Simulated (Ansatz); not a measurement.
Interlayer sliding in a free bilayer taken from bulk TiTe2 (CdI2 type): the upper half of the atoms below is shifted in the plane.

```xyz
6
Lattice="3.7840 0.0000 0.0000 1.8920 3.2770 0.0000 0.0000 0.0000 24.9929" Properties=species:S:1:pos:R:3 pbc="T T T"
Te     3.7840     2.1847     7.4457
Ti     0.0000     0.0000     9.1571
Te     1.8920     1.0923    10.8510
Te     3.7840     2.1847    14.1419
Ti     0.0000     0.0000    15.8358
Te     1.8920     1.0923    17.5471
```

In-plane vectors a = (3.784, 0.000) Å, b = (1.892, 3.277) Å, area 12.40 Å². The shift is s times the vector a + b (length 6.554 Å), so s = 1 restores the start. Atoms relax along the normal only. γ = [E(shift) − E(0)] / area.

Computed with r2SCAN+rVV10 (plane waves to 500 eV, PAW, scalar-relativistic; Ansatz, a first-principles code). k mesh 14×14×1 (Γ-centred), Fermi-Dirac smearing 0.05 eV. E is the zero-smearing estimate. Spin-orbit coupling is left out, though Te is heavy. TiTe2 is run without spin polarisation. TiTe2 was relaxed with its symmetry unable to fall. γ is measured from zero shift.

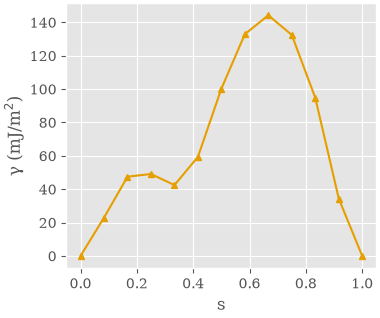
*γ (mJ/m²) against s; computed points joined by lines (the last repeats the first, one period on).*

Does γ have a local minimum between the ends of the line, and at which s?

s = 0.333.

What is the highest γ among twelve even steps of s?

About 140 mJ/m².

What is γ at the local minimum s = 0.333?

About 42 mJ/m².

Which barrier is met on the easier way from s = 0 (or 1) to s = 0.333?

About 49 mJ/m².

(The slope of γ gives the shear force per area between the displaced halves; near zero shift its curvature is an elastic stiffness.)
